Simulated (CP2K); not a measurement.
**One shape, several levels: singlet C2H3ClNSi+**

Wanted: a comparison of 5 runs (B3LYP/6-31G*, PBE0/TZV2P-MOLOPT-PBE0-GTH, revPBE-D3(BJ)/TZV2P-MOLOPT-PBE-GTH, GFN2-xTB, GFN1-xTB) of singlet C2H3ClNSi+. 

Program for the calculation: CP2K 2026.2.

3 further runs of the same task are left out: 3 set aside as unsound or not needed. Runs told in other sessions of the task aren't counted.

## 1. The structure to begin with

The species is C2H3ClNSi+ (8 atoms), meant as a singlet with charge +1. As SMILES of the parent species, `C[Si](Cl)C#N`. Geometry: relaxed at PBE0-D4/def2-TZVP. That shape belongs to the parent species and isn't relaxed for this state.

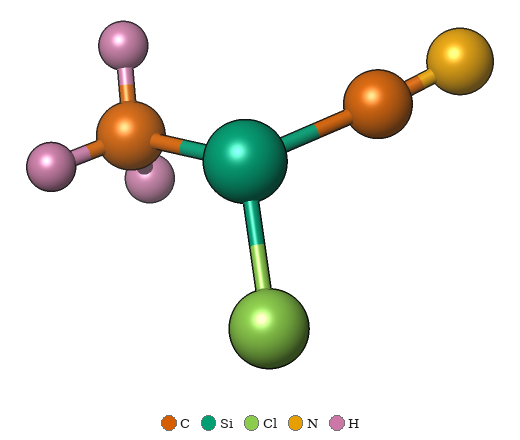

Viewed from a chosen angle; carbon orange, silicon teal, chlorine green, nitrogen amber, hydrogen pink.

## 2. The energy at B3LYP/6-31G(d) (spherical functions) (run 1)

qs.inp

```
&global
 project_name qs
 run_type ENERGY
 print_level MEDIUM
&end

&force_eval
 method QS
 &dft
  basis_set_file_name ./6_31gs.basis
  potential_file_name POTENTIAL
  charge 1
  multiplicity 1
  &qs
   method GAPW
   eps_default 1.0E-10
  &end
  &mgrid
   cutoff 280
   rel_cutoff 50
   ngrids 4
  &end
  &poisson
   periodic NONE
   poisson_solver MULTIPOLE
  &end
  &scf
   scf_guess ATOMIC
   eps_scf 1.0E-07
   max_scf 150
   added_mos 3
   &diagonalization
    algorithm STANDARD
   &end
   &mixing
    method DIRECT_P_MIXING
    alpha 0.4
   &end
  &end
  &xc
   &xc_functional
    &hyb_gga_xc_b3lyp
    &end
   &end
   &hf
    fraction 0.2
    &screening
     eps_schwarz 1.0E-10
     screen_on_initial_p F
    &end
    &interaction_potential
     potential_type COULOMB
    &end
    &memory
     max_memory 1050
    &end
   &end
  &end
  &print
   &moments
    periodic F
    reference COM
    max_moment 1
   &end
   &mo ON
    energies T
    occupation_numbers T
    ndigits 6
    &each
     qs_scf 0
    &end
    add_last NUMERIC
   &end
   &lowdin ON
   &end
   &hirshfeld OFF
   &end
  &end
 &end
 &subsys
  &cell
   abc [angstrom] 11.2 9.8 11.5
   periodic NONE
  &end
  &coord
   UNIT bohr
   C     -1.3434063    -1.0295228     1.4788997
   Si     1.1315680     1.2249205     0.4259443
   Cl     4.6925679    -0.1753666     0.9690516
   C      0.7666619     1.8695061    -2.9751848
   N      0.4567468     2.4536204    -5.0536946
   H     -1.1349695    -2.8185265     0.4663844
   H     -1.1829686    -1.3829016     3.5035522
   H     -3.2119675    -0.2494438     1.0797895
  &end
  &topology
   &center_coordinates
   &end
  &end
  &kind C
   basis_set 6-31Gs
   potential ALL
   lebedev_grid 194
   radial_grid 100
  &end
  &kind Si
   basis_set 6-31Gs
   potential ALL
   lebedev_grid 194
   radial_grid 100
  &end
  &kind Cl
   basis_set 6-31Gs
   potential ALL
   lebedev_grid 194
   radial_grid 100
  &end
  &kind N
   basis_set 6-31Gs
   potential ALL
   lebedev_grid 194
   radial_grid 100
  &end
  &kind H
   basis_set 6-31Gs
   potential ALL
   lebedev_grid 194
   radial_grid 100
  &end
 &end
&end
```

Launch:

```sh
$ OMP_NUM_THREADS=1 cp2k.psmp -i qs.inp > qs.out 2>&1
```

Log:

```text
CP2K| version string:                                       CP2K version 2026.2
[...]
 GLOBAL| Method name                                                        CP2K
[...]
 GLOBAL| Run type                                                         ENERGY
[...]
 DFT| Spin restricted Kohn-Sham (RKS) calculation                            RKS
 DFT| Multiplicity                                                             1
[...]
 DFT| Charge                                                                   1
[...]
 FUNCTIONAL| HYB_GGA_XC_B3LYP:
[...]
 QS| Method:                                                                GAPW
[...]
 QS| Density cutoff [a.u.]:                                                140.0
[...]
 QS| Relative density cutoff [a.u.]:                                        25.0
[...]
                             - Atoms:                                          8
[...]
                             - Spherical basis functions:                     84
[...]
 Number of electrons:                                                         52
[...]
     1 P_Mix/Diag. 0.40E+00    5.9     0.48129647      -873.1440139003 -8.73E+02
[...]
    21 DIIS/Diag.  0.18E-06    1.5     0.00000007      -882.1317132732 -1.71E-12
  *** SCF run converged in    21 steps ***
[...]
  Overlap energy of the core charge distribution:               0.00003104471682
  Self energy of the core charge distribution:               -434.75932549933208
  Core Hamiltonian energy:                                   -448.47279828338600
  Hartree energy:                                             122.95418583454178
  Exchange-correlation energy:                                -13.32207018833341
  Hartree-Fock Exchange energy:                               -13.11853966502775
[...]
  Dipole moment [Debye]
    X= -0.2931172E+01 Y=  0.2769604E-01 Z=  0.4158542E+01  Total=      5.0878293
 ENERGY| Total FORCE_EVAL ( QS ) energy [hartree]           -882.131713273155810
[...]
```

Wall time 38 s (1 thread of Intel Xeon 6975P-C (Granite Rapids), shared host); peak memory 0.76 GiB.

## 3. The energy at PBE0/TZV2P-MOLOPT-PBE0-GTH (core potential) (run 2)

mol.inp

```
&GLOBAL
   PROJECT_NAME mol
   RUN_TYPE ENERGY
   PRINT_LEVEL MEDIUM
&END GLOBAL
&FORCE_EVAL
   METHOD QS
   &DFT
      BASIS_SET_FILE_NAME BASIS_MOLOPT_UZH
      BASIS_SET_FILE_NAME BASIS_ADMM_UZH
      POTENTIAL_FILE_NAME POTENTIAL_UZH
      CHARGE 1
      &QS
         METHOD GPW
         EPS_DEFAULT 1.0E-10
      &END QS
      &MGRID
         CUTOFF 400
         REL_CUTOFF 50
         NGRIDS 4
      &END MGRID
      &POISSON
         PERIODIC NONE
         POISSON_SOLVER MULTIPOLE
      &END POISSON
      ! SCF settings
      &SCF
         SCF_GUESS ATOMIC
         EPS_SCF 1.0E-06
         MAX_SCF 100
         ADDED_MOS 10
         &DIAGONALIZATION
            ALGORITHM STANDARD
         &END DIAGONALIZATION
         &MIXING
            METHOD DIRECT_P_MIXING
            ALPHA 0.4
         &END MIXING
      &END SCF
      ! exchange and correlation
      &XC
         &XC_FUNCTIONAL
            &PBE
               SCALE_X 0.75
               SCALE_C 1.0
            &END PBE
         &END XC_FUNCTIONAL
         &HF
            FRACTION 0.25
            &SCREENING
               EPS_SCHWARZ 1.0E-09
            &END SCREENING
            &MEMORY
               MAX_MEMORY 1050
            &END MEMORY
         &END HF
      &END XC
      &AUXILIARY_DENSITY_MATRIX_METHOD
         ADMM_TYPE ADMMS
         EXCH_CORRECTION_FUNC PBEX
      &END AUXILIARY_DENSITY_MATRIX_METHOD
      ! extra output
      &PRINT
         &MOMENTS
            PERIODIC F
            REFERENCE COM
            MAX_MOMENT 1
         &END MOMENTS
         &MO ON
            ENERGIES T
            OCCUPATION_NUMBERS T
            NDIGITS 6
            &EACH
               QS_SCF 0
            &END EACH
            ADD_LAST NUMERIC
         &END MO
         &HIRSHFELD OFF
         &END HIRSHFELD
      &END PRINT
   &END DFT
   ! structure
   &SUBSYS
      ! vacuum box
      &CELL
         ABC 11.2 9.8 11.5
         PERIODIC NONE
      &END CELL
      &COORD
         C     -0.710900    -0.544800     0.782600
         Si     0.598800     0.648200     0.225400
         Cl     2.483200    -0.092800     0.512800
         C      0.405700     0.989300    -1.574400
         N      0.241700     1.298400    -2.674300
         H     -0.600600    -1.491500     0.246800
         H     -0.626000    -0.731800     1.854000
         H     -1.699700    -0.132000     0.571400
      &END COORD
      &TOPOLOGY
         &CENTER_COORDINATES
         &END CENTER_COORDINATES
      &END TOPOLOGY
      &KIND C
         BASIS_SET ORB TZV2P-MOLOPT-PBE0-GTH-q4
         BASIS_SET AUX_FIT admm-tzp-q4
         POTENTIAL GTH-PBE0-q4
      &END KIND
      &KIND Si
         BASIS_SET ORB TZV2P-MOLOPT-PBE0-GTH-q4
         BASIS_SET AUX_FIT admm-tzp-q4
         POTENTIAL GTH-PBE0-q4
      &END KIND
      &KIND Cl
         BASIS_SET ORB TZV2P-MOLOPT-PBE0-GTH-q7
         BASIS_SET AUX_FIT admm-tzp-q7
         POTENTIAL GTH-PBE0-q7
      &END KIND
      &KIND N
         BASIS_SET ORB TZV2P-MOLOPT-PBE0-GTH-q5
         BASIS_SET AUX_FIT admm-tzp-q5
         POTENTIAL GTH-PBE0-q5
      &END KIND
      &KIND H
         BASIS_SET ORB TZV2P-MOLOPT-PBE0-GTH-q1
         BASIS_SET AUX_FIT admm-tzp-q1
         POTENTIAL GTH-PBE0-q1
      &END KIND
   &END SUBSYS
&END FORCE_EVAL
```

Launch:

```sh
$ OMP_NUM_THREADS=1 cp2k.psmp -i mol.inp > mol.out 2>&1
```

Log:

```text
CP2K| version string:                                       CP2K version 2026.2
[...]
 GLOBAL| Method name                                                        CP2K
[...]
 GLOBAL| Run type                                                         ENERGY
[...]
 DFT| Spin restricted Kohn-Sham (RKS) calculation                            RKS
 DFT| Multiplicity                                                             1
[...]
 DFT| Charge                                                                   1
[...]
 FUNCTIONAL| PBE:
 QS| Method:                                                                 GPW
[...]
 QS| Density cutoff [a.u.]:                                                200.0
[...]
 QS| Relative density cutoff [a.u.]:                                        25.0
[...]
                             - Atoms:                                          8
[...]
                             - Spherical basis functions:                    187
[...]
 Number of electrons:                                                         26
[...]
     1 P_Mix/Diag. 0.40E+00    4.6     4.31693437       -38.4582034500 -3.85E+01
[...]
    18 DIIS/Diag.  0.77E-06    2.8     0.00000043       -41.6797616521 -5.09E-12
  *** SCF run converged in    18 steps ***
[...]
  Overlap energy of the core charge distribution:               0.00000886896721
  Self energy of the core charge distribution:                -99.17696272707127
  Core Hamiltonian energy:                                     26.28765767537187
  Hartree energy:                                              41.96252779642012
  Exchange-correlation energy:                                 -8.30178385094039
  Hartree-Fock Exchange energy:                                -2.45120941482557
  Total energy:                                               -41.67976165207804
[...]
  Dipole moment [Debye]
    X= -0.2731375E+01 Y= -0.1215002E+00 Z=  0.4414616E+01  Total=      5.1926878
 ENERGY| Total FORCE_EVAL ( QS ) energy [hartree]            -41.679761652078035
[...]
```

Run time: 53 s. Hardware: 1 thread of Intel Xeon 6975P-C (Granite Rapids), shared host; peak memory 1.2 GiB.

Runs 3 to 4 aren't shown in full; the table further down has their settings and results.

## 4. A single-point energy at GFN1-xTB (run 5)

molecule.inp

```
&GLOBAL
 PROJECT_NAME molecule
 RUN_TYPE ENERGY
 PRINT_LEVEL MEDIUM
&END GLOBAL
&FORCE_EVAL
 METHOD Quickstep
 &DFT
  CHARGE 1
  # Quickstep
  &QS
   METHOD XTB
   EPS_DEFAULT 1.0E-10
   &XTB
    GFN_TYPE 1
    CHECK_ATOMIC_CHARGES F
   &END XTB
  &END QS
  # cluster boundary conditions
  &POISSON
   PERIODIC NONE
   POISSON_SOLVER ANALYTIC
  &END POISSON
  &SCF
   SCF_GUESS ATOMIC
   EPS_SCF 1.0E-07
   MAX_SCF 100
   &DIAGONALIZATION
    ALGORITHM STANDARD
   &END DIAGONALIZATION
   &MIXING
    METHOD BROYDEN_MIXING
    ALPHA 0.3
    NBUFFER 8
   &END MIXING
  &END SCF
  &PRINT
   &MOMENTS
    PERIODIC F
    REFERENCE COM
    MAX_MOMENT 1
   &END MOMENTS
   &MO ON
    ENERGIES T
    OCCUPATION_NUMBERS T
    NDIGITS 6
    &EACH
     QS_SCF 0
    &END EACH
    ADD_LAST NUMERIC
   &END MO
   &HIRSHFELD OFF
   &END HIRSHFELD
  &END PRINT
 &END DFT
 &SUBSYS
  &CELL
   ABC 16.2 14.8 16.5
   PERIODIC NONE
  &END CELL
  &COORD
   C      6.997350     6.951750     9.442750
   Si     8.307050     8.144750     8.885550
   Cl    10.191450     7.403750     9.172950
   C      8.113950     8.485850     7.085750
   N      7.949950     8.794950     5.985850
   H      7.107650     6.005050     8.906950
   H      7.082250     6.764750    10.514150
   H      6.008550     7.364550     9.231550
  &END COORD
 &END SUBSYS
&END FORCE_EVAL
```

Launch:

```sh
$ OMP_NUM_THREADS=1 cp2k.psmp -i molecule.inp > molecule.out 2>&1
```

Log:

```text
CP2K| version string:                                       CP2K version 2026.2
[...]
 GLOBAL| Method name                                                        CP2K
[...]
 GLOBAL| Run type                                                         ENERGY
[...]
                             - Atoms:                                          8
[...]
                             - Spherical basis functions:                     36
[...]
 Number of electrons:                                                         26
[...]
     1 NoMix/Diag. 0.30E+00    0.0     1.22238799       -14.4469662405 -1.44E+01
[...]
   100 Broy./Diag. 0.30E+00    0.0     0.00000008       -14.6594458565 -1.24E-08
  *** SCF run converged in   100 steps ***
[...]
 TB_DIPOLE| Moment [Debye]         -2.06765568      -0.79554913       3.09717382
 TB_DIPOLE| Derivative [a.u.]       0.00000000       0.00000000       0.00000000
[...]
 ENERGY| Total FORCE_EVAL ( QS ) energy [hartree]            -14.659445856530519
[...]
```

Run time: 0.94 s. Hardware: 1 thread of Intel Xeon 6975P-C (Granite Rapids), shared host; peak memory 0.19 GiB.

## 5. The series

```
run                                                level  core potential  scheme  energy (Eh)  HOMO energy (eV)  LUMO energy (eV)  HOMO–LUMO gap (eV)  wall time
  1                   B3LYP/6-31G* (spherical functions)            none    GAPW  -882.131713            -14.91            -11.03                3.88       38 s
  2          PBE0/TZV2P-MOLOPT-PBE0-GTH (core potential)        GTH-PBE0     GPW   -41.679762            -15.24            -10.85                4.39       53 s
  3  revPBE-D3(BJ)/TZV2P-MOLOPT-PBE-GTH (core potential)         GTH-PBE     GPW   -41.757817            -13.72            -11.46                2.26       44 s
  4                                             GFN2-xTB               –       –   -14.503945            -16.90            -14.89                2.01     0.78 s
  5                                             GFN1-xTB               –       –   -14.659446            -17.61                 –                   –     0.94 s
```

## 6. Summary of results

| quantity | value |
| --- | --- |
| run 5: total energy | -14.65945 Eh |
| run 5: HOMO energy | -17.61 eV |
| run 5: dispersion energy | -8.66 kJ/mol |

**Reading.** Over runs 1, 2, 3, 4 the HOMO–LUMO gap runs from 2.01 eV (GFN2-xTB) to 4.39 eV (PBE0/TZV2P-MOLOPT-PBE0-GTH). The two ends differ in method and basis and Hamiltonian and core potential. Totals of different functionals can't be ranked against each other. Some runs of one species differ in core potentials or relativity; totals across that change don't compare. Force-field and semi-empirical energies have zeros of their own, so their totals don't compare. All runs together took 2.3 min, the longest 53 s.
